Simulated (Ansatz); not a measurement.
**CH₄ with GeH₄: superposition error and deformation**

How much of this pair's binding is borrowed basis, and how much do the fragments pay to take the shapes they have in the pair?

Method: PBE0-D4 structures, single points in def2-TZVPPD; program: Ansatz 0.2.0, Gaussian basis.

Levels: PBE-D4, revPBE-D4, BLYP-D4, r2SCAN-D4, B97M-V, PBE0-D4, B3LYP-D4, HSE06-D4, wB97X-V, wB97M-V, B2PLYP, Hartree-Fock, MP2, CCSD, CCSD(T).

Correlated methods freeze the cores. Filled d shells of the heavier atoms are correlated. B3LYP uses VWN-RPA correlation. B2PLYP carries no dispersion term here.

129 further runs of the same task are left out: 129 set aside as unsound or not needed. Runs told in other sessions of the task aren't counted.

### Step 1. Where the work starts

The relaxed pair: 10 atoms, charge 0, spin multiplicity 1.

Atoms are counted from 1 here; the program's logs count them from 0.

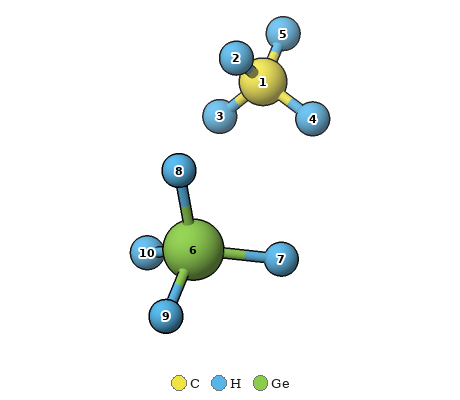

Start geometry, drawn with carbon yellow, hydrogen blue, germanium green; atoms are numbered from 1 in the order of the file.

As a file:

```tsv
atom	x (Å)	y (Å)	z (Å)
C1	0.0278	-0.0924	-1.9415
H2	1.0286	0.0792	-1.5460
H3	-0.6221	0.7356	-1.6592
H4	-0.3698	-1.0219	-1.5348
H5	0.0746	-0.1626	-3.0278
Ge6	-0.0278	0.0924	1.9407
H7	-0.6230	-1.2453	1.4826
H8	1.4239	0.2007	1.4563
H9	-0.0607	0.1669	3.4734
H10	-0.8514	1.2474	1.3564
```

Atoms 1 to 5 are fragment A (CH₄), the rest fragment B (GeH₄). From earlier runs, pair energy (eV) and counterpoise interaction (meV):

```tsv
method	E(pair)	interaction
PBE-D4	-57675.27205	-43
revPBE-D4	-57681.53048	-39
BLYP-D4	-57686.53321	-29
r2SCAN-D4	-57684.80749	-29
B97M-V	-57675.50640	-32
PBE0-D4	-57677.21526	-39
B3LYP-D4	-57687.79788	-34
HSE06-D4	-57677.11595	-39
wB97X-V	-57680.40059	-35
wB97M-V	-57681.22774	-32
B2PLYP	-57674.55399	0
Hartree-Fock	-57630.81238	21
MP2	-57643.92498	-28
CCSD(T)	-57645.42517	-29
```

First each fragment is run alone in its own basis, frozen in the shape it has in the pair (a, b).

### Step 2. PBE-D4/def2-TZVPPD

The input, a/in.yaml:

```yaml
crystal:
  periodic: [false, false, false]
  atoms:
    - {symbol: C, position_ang: [0.027751, -0.092378, -1.941529]}
    - {symbol: H, position_ang: [1.028628, 0.079220, -1.546002]}
    - {symbol: H, position_ang: [-0.622097, 0.735558, -1.659194]}
    - {symbol: H, position_ang: [-0.369826, -1.021933, -1.534794]}
    - {symbol: H, position_ang: [0.074557, -0.162622, -3.027840]}
basis:
  gaussian: {orbitals: "def2-TZVPPD.json"}
hamiltonian: {xc: pbe, dispersion: d4}
```

The input, b/in.yaml:

```yaml
crystal:
  periodic: [false, false, false]
  atoms:
    - {symbol: Ge, position_ang: [-0.027792, 0.092432, 1.940652]}
    - {symbol: H, position_ang: [-0.622983, -1.245308, 1.482561]}
    - {symbol: H, position_ang: [1.423885, 0.200728, 1.456261]}
    - {symbol: H, position_ang: [-0.060663, 0.166936, 3.473435]}
    - {symbol: H, position_ang: [-0.851359, 1.247367, 1.356351]}
basis:
  gaussian: {orbitals: "def2-TZVPPD.json"}
hamiltonian: {xc: pbe, dispersion: d4}
```

The basis file named in the input lies beside it (Basis Set Exchange, JSON).

Each run has its own folder and the same command.

Run with:

```console
$ ansatz run in.yaml --threads 4 --pin off --events-out ev --progress --plain --max-ram 9574MiB
```

Log of a:

```text
Functional definition: PBE
  name "PBE"
  cite "Perdew, Burke & Ernzerhof, Phys. Rev. Lett. 77, 3865 (1996) doi:10.1103/PhysRevLett.77.3865"
  parent pbe
  parameter kappa = 0.804
  parameter beta = 0.06672455060314922
  exchange = pbe_x(kappa = kappa, mu = beta*pi^2/3)
  correlation = pbe_c(beta = beta)
410 factors; their error is unknown
mean field evaluation 1: about -1093.6308 eV, gradient 5.8e1 eV
mean field evaluation 2: about -1085.4247 eV, gradient 7.3e1 eV
mean field evaluation 4: about -1101.1087 eV, gradient 2.4e-1 eV
mean field evaluation 8: about -1101.0904 eV, gradient 3.0e-3 eV
mean field -1101.09039461 eV, -40.4643256561 hartree, gradient 5.9e-6 eV, S^2 0.000000; 0 other end points of the search recorded, 0 dependent functions left out
reference -1101.09042571 eV, -40.4643267988 hartree; 5, 5 occupied and 100, 100 virtual orbitals, 410 factors
Total energy: -1101.11419651 eV, -40.4652003598 hartree
```

b printed, cut to the lines that bear on the results:

```text
[... 4 set-up lines as earlier in the session ...]
[...]
609 factors; their error is unknown
[...]
mean field -56574.06828274 eV, -2079.0586621098 hartree, gradient 1.2e-5 eV, S^2 0.000000; 0 other end points of the search recorded, 0 dependent functions left out
reference -56574.06831387 eV, -2079.0586632539 hartree; 18, 18 occupied and 104, 104 virtual orbitals, 609 factors
Total energy: -56574.11129877 eV, -2079.0602429199 hartree
```

Wall times: 0.2 s (a), 0.35 s (b) on 4 threads of Arm Neoverse V2, shared host.

### Step 3. r2SCAN-D4/def2-TZVPPD

The same edit goes into each in.yaml of step 2 (a, b):

```diff
-hamiltonian: {xc: pbe, dispersion: d4}
+hamiltonian: {xc: r2scan, dispersion: d4}
```

One command serves all of them, each in its own folder.

Run with:

```console
$ ansatz run in.yaml --threads 4 --pin off --events-out ev --progress --plain --max-ram 9574MiB
```

Log of a, cut to the lines that bear on the results:

```text
Functional definition: r2SCAN
  name "r2SCAN"
  cite "Furness, Kaplan, Ning, Perdew & Sun, J. Phys. Chem. Lett. 11, 8208 (2020) doi:10.1021/acs.jpclett.0c02405"
  cite "Furness, Kaplan, Ning, Perdew & Sun, J. Phys. Chem. Lett. 11, 9248 (2020) doi:10.1021/acs.jpclett.0c03077"
  parent r2scan
[...]
410 factors; their error is unknown
[...]
mean field -1102.08571388 eV, -40.5009029645 hartree, gradient 8.4e-6 eV, S^2 0.000000; 0 other end points of the search recorded, 0 dependent functions left out
reference -1102.08572145 eV, -40.5009032427 hartree; 5, 5 occupied and 100, 100 virtual orbitals, 410 factors
Total energy: -1102.09137156 eV, -40.5011108804 hartree
```

b printed, cut to the lines that bear on the results:

```text
[... 5 set-up lines as earlier in the session ...]
[...]
609 factors; their error is unknown
[...]
mean field -56582.67388666 eV, -2079.3749122210 hartree, gradient 1.6e-5 eV, S^2 0.000000; 0 other end points of the search recorded, 0 dependent functions left out
reference -56582.67389553 eV, -2079.3749125470 hartree; 18, 18 occupied and 104, 104 virtual orbitals, 609 factors
Total energy: -56582.68347448 eV, -2079.3752645667 hartree
```

Wall times: 0.5 s (a), 0.8 s (b) on 4 threads of Arm Neoverse V2, shared host.

### Step 4. PBE0-D4/def2-TZVPPD

The same edit goes into each in.yaml of step 3 (a, b):

```diff
-hamiltonian: {xc: r2scan, dispersion: d4}
+hamiltonian: {xc: pbe0, dispersion: d4}
+output: {orbitals: {seedname: orbitals}}
```

One command serves all of them, each in its own folder.

Run with:

```console
$ ansatz run in.yaml --threads 4 --pin off --events-out ev --progress --plain --max-ram 9574MiB
```

Log of a, cut to the lines that bear on the results:

```text
Functional definition: PBE0
  name "PBE0"
  cite "Adamo & Barone, J. Chem. Phys. 110, 6158 (1999) doi:10.1063/1.478522"
[... 2 set-up lines as earlier in the session ...]
[...]
410 factors; their error is unknown
[...]
mean field -1101.39272989 eV, -40.4754362727 hartree, gradient 4.2e-5 eV, S^2 0.000000; 0 other end points of the search recorded, 0 dependent functions left out
reference -1101.39275105 eV, -40.4754370503 hartree; 5, 5 occupied and 100, 100 virtual orbitals, 410 factors
Total energy: -1101.41184137 eV, -40.4761386066 hartree
```

Log of b, cut to the lines that bear on the results:

```text
[... 5 set-up lines as earlier in the session ...]
[...]
662 factors; their error is unknown
[...]
mean field -56575.72566054 eV, -2079.1195696205 hartree, gradient 2.3e-5 eV, S^2 0.000000; 0 other end points of the search recorded, 0 dependent functions left out
reference -56575.72568483 eV, -2079.1195705133 hartree; 18, 18 occupied and 104, 104 virtual orbitals, 662 factors
Total energy: -56575.76094020 eV, -2079.1208661241 hartree
```

Wall times: 0.25 s (a), 0.45 s (b) on 4 threads of Arm Neoverse V2, shared host.

### Step 5. B3LYP-D4/def2-TZVPPD

Each input of step 4 (a, b) changes in the same lines:

```diff
-hamiltonian: {xc: pbe0, dispersion: d4}
-output: {orbitals: {seedname: orbitals}}
+hamiltonian: {xc: {name: B3LYP}, dispersion: d4}
```

The same command starts each run, in its folder.

Run with:

```console
$ ansatz run in.yaml --threads 4 --pin off --events-out ev --progress --plain --max-ram 9574MiB
```

Output in a, cut to the lines that bear on the results:

```text
Functional definition: B3LYP
  name "B3LYP"
  cite "Stephens, Devlin, Chabalowski & Frisch, J. Phys. Chem. 98, 11623 (1994) doi:10.1021/j100096a001"
  cite "Becke, Phys. Rev. A 38, 3098 (1988) doi:10.1103/PhysRevA.38.3098"
  cite "Lee, Yang & Parr, Phys. Rev. B 37, 785 (1988) doi:10.1103/PhysRevB.37.785"
  cite "Vosko, Wilk & Nusair, Can. J. Phys. 58, 1200 (1980) doi:10.1139/p80-159"
[...]
410 factors; their error is unknown
[...]
mean field -1103.12631809 eV, -40.5391444638 hartree, gradient 5.5e-5 eV, S^2 0.000000; 0 other end points of the search recorded, 0 dependent functions left out
reference -1103.12650780 eV, -40.5391514356 hartree; 5, 5 occupied and 100, 100 virtual orbitals, 410 factors
Total energy: -1103.16431968 eV, -40.5405409965 hartree
```

Log of b, cut to the lines that bear on the results:

```text
[... 6 set-up lines as earlier in the session ...]
[...]
650 factors; their error is unknown
[...]
mean field -56584.52626882 eV, -2079.4429860096 hartree, gradient 2.6e-5 eV, S^2 0.000000; 0 other end points of the search recorded, 0 dependent functions left out
reference -56584.52647649 eV, -2079.4429936414 hartree; 18, 18 occupied and 104, 104 virtual orbitals, 650 factors
Total energy: -56584.59645184 eV, -2079.4455651881 hartree
```

Times: 0.3 s (a), 0.5 s (b) on 4 threads of Arm Neoverse V2, shared host.

### Step 6. wB97X-V/def2-TZVPPD

Each input of step 5 (a, b) changes in the same lines:

```diff
-hamiltonian: {xc: {name: B3LYP}, dispersion: d4}
+hamiltonian: {xc: {name: wB97X-V}}
```

The same command starts each run, in its folder.

Run with:

```console
$ ansatz run in.yaml --threads 4 --pin off --events-out ev --progress --plain --max-ram 9574MiB
```

a printed, cut to the lines that bear on the results:

```text
Functional definition: wB97X-V
  name "wB97X-V"
  cite "Mardirossian & Head-Gordon, Phys. Chem. Chem. Phys. 16, 9904 (2014) doi:10.1039/C3CP54374A"
  cite "Becke, J. Chem. Phys. 107, 8554 (1997) doi:10.1063/1.475007"
  cite "Vydrov & Van Voorhis, J. Chem. Phys. 133, 244103 (2010) doi:10.1063/1.3521275"
[...]
      + integral(e_c_pw_opposite_spin*poly(b97_u_opposite, cos0, cos1)) + vv10(b, c)
410 factors; their error is unknown
151 factors; integrals over basis functions are off by at most 1.9e-5 eV
[...]
mean field -1102.51116544 eV, -40.5165380211 hartree, gradient 3.4e-5 eV, S^2 0.000000; 0 other end points of the search recorded, 0 dependent functions left out
reference -1102.51116413 eV, -40.5165379728 hartree; 5, 5 occupied and 100, 100 virtual orbitals, 410 factors
Total energy: -1102.51116413 eV, -40.5165379728 hartree
```

b printed, cut to the lines that bear on the results:

```text
[... 5 set-up lines as earlier in the session ...]
[...]
      + integral(e_c_pw_opposite_spin*poly(b97_u_opposite, cos0, cos1)) + vv10(b, c)
650 factors; their error is unknown
179 factors; integrals over basis functions are off by at most 1.1e-5 eV
[...]
mean field -56577.85092326 eV, -2079.1976715851 hartree, gradient 1.8e-5 eV, S^2 0.000000; 0 other end points of the search recorded, 0 dependent functions left out
reference -56577.85092171 eV, -2079.1976715282 hartree; 18, 18 occupied and 104, 104 virtual orbitals, 650 factors
Total energy: -56577.85092171 eV, -2079.1976715282 hartree
```

Wall times: 0.7 s (a), 1.4 s (b) on 4 threads of Arm Neoverse V2, shared host.

### Step 7. wB97M-V/def2-TZVPPD

Each input of step 6 (a, b) changes in the same lines:

```diff
-hamiltonian: {xc: {name: wB97X-V}}
+hamiltonian: {xc: {name: wB97M-V}}
```

One command serves all of them, each in its own folder.

Run with:

```console
$ ansatz run in.yaml --threads 4 --pin off --events-out ev --progress --plain --max-ram 9574MiB
```

a printed, cut to the lines that bear on the results:

```text
Functional definition: wB97M-V
  name "wB97M-V"
  cite "Mardirossian & Head-Gordon, J. Chem. Phys. 144, 214110 (2016) doi:10.1063/1.4952647"
[... 2 set-up lines as earlier in the session ...]
  # Of w^i u^j: cxij and so on, Table III.
[...]
  gx(w, u) = 1 - cx + cx01*u + cx10*w
[...]
      + integral(e_c_pw_mod_opposite_spin*gos(b97_w_opposite, b97_u_opposite)) + vv10(b, c)
410 factors; their error is unknown
151 factors; integrals over basis functions are off by at most 1.9e-5 eV
[...]
mean field -1101.86664112 eV, -40.4928521892 hartree, gradient 2.7e-5 eV, S^2 0.000000; 0 other end points of the search recorded, 0 dependent functions left out
reference -1101.86667383 eV, -40.4928533913 hartree; 5, 5 occupied and 100, 100 virtual orbitals, 410 factors
Total energy: -1101.86667383 eV, -40.4928533913 hartree
```

Output in b, cut to the lines that bear on the results:

```text
[... 5 set-up lines as earlier in the session ...]
  # Of w^i u^j: cxij and so on, Table III.
[...]
  gx(w, u) = 1 - cx + cx01*u + cx10*w
[...]
      + integral(e_c_pw_mod_opposite_spin*gos(b97_w_opposite, b97_u_opposite)) + vv10(b, c)
650 factors; their error is unknown
179 factors; integrals over basis functions are off by at most 1.1e-5 eV
[...]
mean field -56579.32490274 eV, -2079.2518393317 hartree, gradient 8.0e-6 eV, S^2 0.000000; 0 other end points of the search recorded, 0 dependent functions left out
reference -56579.32494106 eV, -2079.2518407400 hartree; 18, 18 occupied and 104, 104 virtual orbitals, 650 factors
Total energy: -56579.32494106 eV, -2079.2518407400 hartree
```

They took 0.7 s (a), 1.4 s (b) on 4 threads of Arm Neoverse V2, shared host.

### Step 8. B2PLYP/def2-TZVPPD

The same edit goes into each in.yaml of step 7 (a, b):

```diff
-hamiltonian: {xc: {name: wB97M-V}}
+hamiltonian: {xc: {name: B2PLYP}}
```

Each run has its own folder and the same command.

Run with:

```console
$ ansatz run in.yaml --threads 4 --pin off --events-out ev --progress --plain --max-ram 9574MiB
```

Output in a, cut to the lines that bear on the results:

```text
Functional definition: B2PLYP
  name "B2PLYP"
  cite "Grimme, J. Chem. Phys. 124, 034108 (2006) doi:10.1063/1.2148954"
[... 2 set-up lines as earlier in the session ...]
[...]
575 factors; integrals over basis functions are off by at most 9.7e-4 eV
[...]
mean field -1099.97327704 eV, -40.4232723425 hartree, gradient 7.0e-7 eV, S^2 0.000000; 0 other end points of the search recorded, 0 dependent functions left out
1 core orbitals not correlated: weight in the atoms' cores, before any rotation towards them, 1.000 or more for the frozen orbitals, at most 0.000 for the correlated occupied ones
reference -1099.97338956 eV, -40.4232764777 hartree; 4, 4 occupied and 100, 100 virtual orbitals, 575 factors
second order -6.46472590 eV of doubles, -0.00000000 eV of singles
Total energy: -1101.71886556 eV, -40.4874215373 hartree
```

Output in b, cut to the lines that bear on the results:

```text
[... 5 set-up lines as earlier in the session ...]
[...]
694 factors; integrals over basis functions are off by at most 7.2e-4 eV
[...]
mean field -56570.31351379 eV, -2078.9206768960 hartree, gradient 2.3e-6 eV, S^2 0.000000; 0 other end points of the search recorded, 0 dependent functions left out
9 core orbitals not correlated: weight in the atoms' cores, before any rotation towards them, 1.000 or more for the frozen orbitals, at most 0.000 for the correlated occupied ones
reference -56570.31364771 eV, -2078.9206818175 hartree; 9, 9 occupied and 104, 104 virtual orbitals, 694 factors
second order -9.30353419 eV of doubles, -0.00000000 eV of singles
Total energy: -56572.82560194 eV, -2079.0129944329 hartree
```

Times: 0.4 s (a), 0.75 s (b) on 4 threads of Arm Neoverse V2, shared host.

### Step 9. BLYP-D4/def2-TZVPPD

The same edit goes into each in.yaml of step 8 (a, b):

```diff
-hamiltonian: {xc: {name: B2PLYP}}
+hamiltonian: {xc: {name: BLYP}, dispersion: d4}
```

Each run has its own folder and the same command.

Run with:

```console
$ ansatz run in.yaml --threads 4 --pin off --events-out ev --progress --plain --max-ram 9574MiB
```

Output in a, cut to the lines that bear on the results:

```text
Functional definition: BLYP
  name "BLYP"
[... 2 set-up lines as earlier in the session ...]
[...]
410 factors; their error is unknown
[...]
mean field -1102.10565124 eV, -40.5016356491 hartree, gradient 5.9e-5 eV, S^2 0.000000; 0 other end points of the search recorded, 0 dependent functions left out
reference -1102.10592039 eV, -40.5016455402 hartree; 5, 5 occupied and 100, 100 virtual orbitals, 410 factors
Total energy: -1102.16303724 eV, -40.5037445457 hartree
```

b printed, cut to the lines that bear on the results:

```text
[... 4 set-up lines as earlier in the session ...]
[...]
609 factors; their error is unknown
[...]
mean field -56584.23865351 eV, -2079.4324163418 hartree, gradient 2.5e-5 eV, S^2 0.000000; 0 other end points of the search recorded, 0 dependent functions left out
reference -56584.23892227 eV, -2079.4324262186 hartree; 18, 18 occupied and 104, 104 virtual orbitals, 609 factors
Total energy: -56584.33772362 eV, -2079.4360571013 hartree
```

Times: 0.3 s (a), 0.45 s (b) on 4 threads of Arm Neoverse V2, shared host.

### Step 10. revPBE-D4/def2-TZVPPD

Each input of step 9 (a, b) changes in the same lines:

```diff
-hamiltonian: {xc: {name: BLYP}, dispersion: d4}
+hamiltonian: {xc: {name: revPBE}, dispersion: d4}
```

The same command starts each run, in its folder.

Run with:

```console
$ ansatz run in.yaml --threads 4 --pin off --events-out ev --progress --plain --max-ram 9574MiB
```

a printed, cut to the lines that bear on the results:

```text
Functional definition: revPBE
  name "revPBE"
  cite "Zhang & Yang, Phys. Rev. Lett. 80, 890 (1998) doi:10.1103/PhysRevLett.80.890"
[... 1 set-up line as earlier in the session ...]
[...]
410 factors; their error is unknown
[...]
mean field -1102.57777828 eV, -40.5189859977 hartree, gradient 4.7e-6 eV, S^2 0.000000; 0 other end points of the search recorded, 0 dependent functions left out
reference -1102.57781818 eV, -40.5189874641 hartree; 5, 5 occupied and 100, 100 virtual orbitals, 410 factors
Total energy: -1102.68830140 eV, -40.5230476473 hartree
```

b printed, cut to the lines that bear on the results:

```text
[... 4 set-up lines as earlier in the session ...]
[...]
609 factors; their error is unknown
[...]
mean field -56578.65348657 eV, -2079.2271652427 hartree, gradient 1.6e-5 eV, S^2 0.000000; 0 other end points of the search recorded, 0 dependent functions left out
reference -56578.65352451 eV, -2079.2271666370 hartree; 18, 18 occupied and 104, 104 virtual orbitals, 609 factors
Total energy: -56578.80049443 eV, -2079.2325676818 hartree
```

Wall times: 0.25 s (a), 0.35 s (b) on 4 threads of Arm Neoverse V2, shared host.

### Step 11. B97M-V/def2-TZVPPD

The same edit goes into each in.yaml of step 10 (a, b):

```diff
-hamiltonian: {xc: {name: revPBE}, dispersion: d4}
+hamiltonian: {xc: {name: B97M-V}}
```

Each run has its own folder and the same command.

Run with:

```console
$ ansatz run in.yaml --threads 4 --pin off --events-out ev --progress --plain --max-ram 9574MiB
```

a printed, cut to the lines that bear on the results:

```text
Functional definition: B97M-V
  name "B97M-V"
  cite "Mardirossian & Head-Gordon, J. Chem. Phys. 142, 074111 (2015) doi:10.1063/1.4907719"
[... 2 set-up lines as earlier in the session ...]
  # Of w^i u^j: cxij and so on, Table III.
[...]
  gx(w, u) = cx00 + cx01*u + cx02*u^2 + (cx10 + cx11*u)*w
[...]
  gos(w, u) = cos00 + cos01*u + cos03*u^3 + cos10*w + cos32*w^3*u^2
[...]
      + integral(e_c_pw_mod_opposite_spin*gos(b97_w_opposite, b97_u_opposite)) + vv10(b, c)
410 factors; their error is unknown
[...]
mean field -1102.89643378 eV, -40.5306963712 hartree, gradient 3.4e-5 eV, S^2 0.000000; 0 other end points of the search recorded, 0 dependent functions left out
reference -1102.89647453 eV, -40.5306978689 hartree; 5, 5 occupied and 100, 100 virtual orbitals, 410 factors
Total energy: -1102.89647453 eV, -40.5306978689 hartree
```

b printed, cut to the lines that bear on the results:

```text
[... 5 set-up lines as earlier in the session ...]
  # Of w^i u^j: cxij and so on, Table III.
[...]
  gx(w, u) = cx00 + cx01*u + cx02*u^2 + (cx10 + cx11*u)*w
[...]
  gos(w, u) = cos00 + cos01*u + cos03*u^3 + cos10*w + cos32*w^3*u^2
[...]
      + integral(e_c_pw_mod_opposite_spin*gos(b97_w_opposite, b97_u_opposite)) + vv10(b, c)
609 factors; their error is unknown
[...]
mean field -56572.57435835 eV, -2079.0037614012 hartree, gradient 2.6e-5 eV, S^2 0.000000; 0 other end points of the search recorded, 0 dependent functions left out
reference -56572.57440351 eV, -2079.0037630606 hartree; 18, 18 occupied and 104, 104 virtual orbitals, 609 factors
Total energy: -56572.57440351 eV, -2079.0037630606 hartree
```

Times: 0.8 s (a), 1.6 s (b) on 4 threads of Arm Neoverse V2, shared host.

### Step 12. HSE06-D4/def2-TZVPPD

The same edit goes into each in.yaml of step 11 (a, b):

```diff
-hamiltonian: {xc: {name: B97M-V}}
+hamiltonian: {xc: hse06, dispersion: d4}
```

The same command starts each run, in its folder.

Run with:

```console
$ ansatz run in.yaml --threads 4 --pin off --events-out ev --progress --plain --max-ram 9574MiB
```

Log of a, cut to the lines that bear on the results:

```text
Functional definition: HSE06
  name "HSE06"
  cite "Heyd, Scuseria & Ernzerhof, J. Chem. Phys. 118, 8207 (2003) doi:10.1063/1.1564060"
  cite "Krukau, Vydrov, Izmaylov & Scuseria, J. Chem. Phys. 125, 224106 (2006) doi:10.1063/1.2404663"
  cite "Heyd & Scuseria, J. Chem. Phys. 120, 7274 (2004) doi:10.1063/1.1668634"
  cite "Ernzerhof & Perdew, J. Chem. Phys. 109, 3313 (1998) doi:10.1063/1.476928"
[...]
410 factors; their error is unknown
55 factors; integrals over basis functions are off by at most 2.8e-6 eV
[...]
mean field -1101.30902619 eV, -40.4723602184 hartree, gradient 2.2e-5 eV, S^2 0.000000; 0 other end points of the search recorded, 0 dependent functions left out
reference -1101.30905417 eV, -40.4723612465 hartree; 5, 5 occupied and 100, 100 virtual orbitals, 410 factors
Total energy: -1101.32626402 eV, -40.4729936971 hartree
```

Output in b, cut to the lines that bear on the results:

```text
[... 6 set-up lines as earlier in the session ...]
[...]
662 factors; their error is unknown
67 factors; integrals over basis functions are off by at most 1.7e-6 eV
[...]
mean field -56575.71484026 eV, -2079.1191719828 hartree, gradient 2.2e-5 eV, S^2 0.000000; 0 other end points of the search recorded, 0 dependent functions left out
reference -56575.71487263 eV, -2079.1191731723 hartree; 18, 18 occupied and 104, 104 virtual orbitals, 662 factors
Total energy: -56575.74737011 eV, -2079.1203674326 hartree
```

They took 0.3 s (a), 0.55 s (b) on 4 threads of Arm Neoverse V2, shared host.

(Part 1 of 3 ends here.)
